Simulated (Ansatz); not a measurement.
TiSi$_{2}$ (C54 type, space group Fddd)

Space group Fddd, origin choice 1 (No. 70); a = 4.8062 Å, b = 8.2647 Å, c = 8.5654 Å, α = β = γ = 90.00°

| atom | site | symmetry | x | y | z |
|---|---|---|---|---|---|
| Si | 16f | .2. | 0.0000 | 0.3370 | 0.0000 |
| Ti | 8a | 222 | 0.0000 | 0.0000 | 0.0000 |
(The calculation used a cell of 6 atoms; values per cell refer to that cell.)

This relaxed cell (volume V₀) is scaled evenly in all directions, its shape held. The atoms relax within the cell's symmetry.

All values below come from PBE (plane waves to 420 eV, PAW, scalar-relativistic; Ansatz, an electronic-structure program). k mesh 13×13×13 (Γ-centred), Fermi-Dirac smearing 0.05 eV. E stands for the smeared free energy. With the shape held, the modulus is that of even scaling; a crystal free to change shape is softer. TiSi2 is run without spin polarisation. TiSi2 was relaxed with its symmetry unable to fall. The zero of ΔE is the relaxed starting cell.

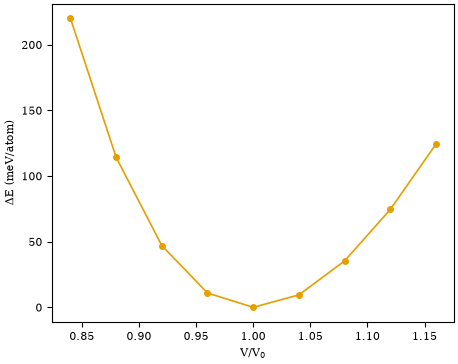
ΔE (meV/atom) against V/V₀; one marker a computed point.

Question: What is ΔE at V/V₀ = 0.840?

Answer: About 220 meV/atom.

Question: What is ΔE at V/V₀ = 1.160?

Answer: About 120 meV/atom.

Question: What bulk modulus at fixed cell shape B₀ follows from a third-order Birch-Murnaghan fit?

Answer: About 140 GPa.

(Under strain, the slope of the energy per volume gives the stress and its curvature an elastic modulus.)
